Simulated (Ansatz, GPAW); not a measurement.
KS3Br (R3m): refractive index against wavelength

The refractive index of KS3Br (R3m) along x below the direct gap (1.82 eV on the mesh) is read from one computed spectrum, n = √(Re ε). x, y and z are the Cartesian axes of the input cell.

Cell: a, b, c = 5.864, 5.864, 5.864 Å (primitive vectors), 5 atoms.

Method: GPAW 26.7.0, RPBE, RPA, k-mesh 6×6×6, local fields up to 50 eV, Lorentzian half width 0.2 eV.

Launch of the response step: `OMP_NUM_THREADS=1 python df.py`. The run took 7.7 min, its band step included, on 1 thread of Arm Neoverse V1, with other jobs on the host.

```
wavelength (nm)  photon energy E (eV)       n
           3000                 0.413  1.8157
           2000                 0.620  1.8261
           1550                 0.800  1.8393
           1310                 0.946       ?
           1064                 1.165  1.8822
```

In the single-oscillator model n² − 1 = E₀E_d/(E₀² − E²), so 1/(n² − 1) = E₀/E_d − E²/(E₀E_d) is linear in E².

Working, on the rows shown:

| x = E² (eV²) | y = 1/(n² − 1) |
| --- | --- |
| 0.170801 | 0.435395 |
| 0.384302 | 0.428331 |
| 0.639837 | 0.419635 |
| 1.35784 | 0.393286 |

Means: x̄ = 0.6382, ȳ = 0.41916. Σ(x − x̄)(y − ȳ) = -0.02854, Σ(x − x̄)² = 0.8008. Slope = -0.02854 / 0.8008 = -0.03563; intercept = ȳ − slope · x̄ = 0.4419. Turned back into n, the line misses the rows shown by at most 0.00082.

Problem. Predict the last column of the withheld row from the fit.

Solution. At x = 0.89576 the line gives y = 0.40998, that is 1.8545. The run gave 1.8535, so the interpolation is off by 0.00099, 1.5 % of the range in the table.

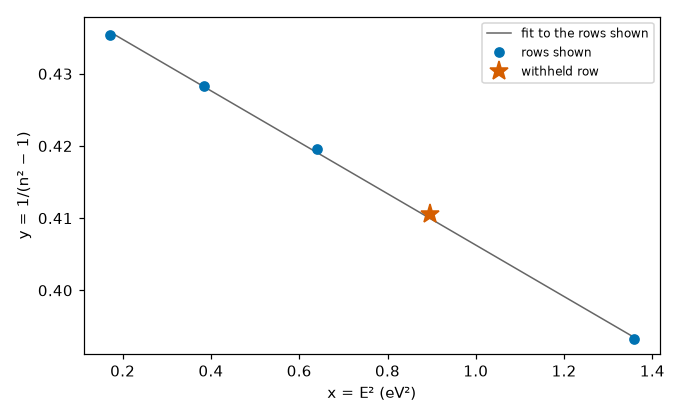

Refitted with all rows, the slope is -0.03548 and the intercept 0.44192. These give E₀ = √(intercept/−slope) = 3.53 eV and E_d = E₀/intercept = 8.0 eV; E₀ is 1.9 times the direct gap. The electronic limit at long wavelengths, without lattice vibrations, is n = √(1 + 1/intercept) = 1.806. The structure is a model and need not exist. Excitons are left out; RPBE gaps are as a rule too small. The values come from a sum over the points of one k-mesh and carry its error, which grows as the direct gap shrinks. Spin-orbit coupling is left out.

[Logs are printed without paths, hosts, clocks, repeated set-up lines and the standing remarks that a program may print on its own settings, such as how far it seeks lower states.]
